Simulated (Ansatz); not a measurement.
Consider CH$_{4}$FNOSi (SMILES N=C(F)O[SiH3]).

```xyz
9

N     1.6457    0.9385    0.1930
C     1.3780   -0.2671    0.0004
F     2.3624   -1.1375   -0.1079
O     0.2269   -0.9165   -0.1295
Si   -1.2795   -0.1875   -0.0701
H     0.8216    1.5256    0.2626
H    -1.3747    0.8261   -1.1481
H    -2.2363   -1.2929   -0.2670
H    -1.4555    0.4650    1.2497
```

Geometry: PBE0-D4/def2-TZVP.

Theory: Ansatz, RKS PBE0-D4/def2-TZVPP.

> What can the converged electron density and electron localisation function tell about the bonding?

C–N (1.25 Å): the density is about 3 e/Å³ at the midpoint; the ELF peaks at about 0.90 between the atoms (a short, multiple covalent bond).
C–F (1.32 Å): the density is about 2.5 e/Å³ at the midpoint; the ELF peaks at about 0.85 between the atoms: a polar covalent bond.
C–O (1.33 Å): ρ at the midpoint is about 2.5 e/Å³; the ELF peaks at about 0.85 between the atoms; a shared but strongly polarised pair.
Si–O (1.67 Å): ρ is about 1.1 e/Å³ halfway; the ELF peaks at about 0.85 between the atoms: a shared but strongly polarised pair.

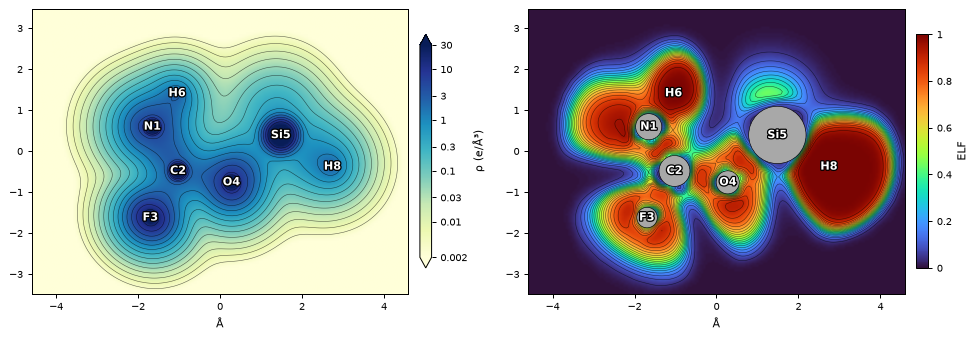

Computed electron density and electron localisation function on the plane of atoms N1, C2 and F3, in this order. Grey discs cover the atomic cores in the ELF map. 
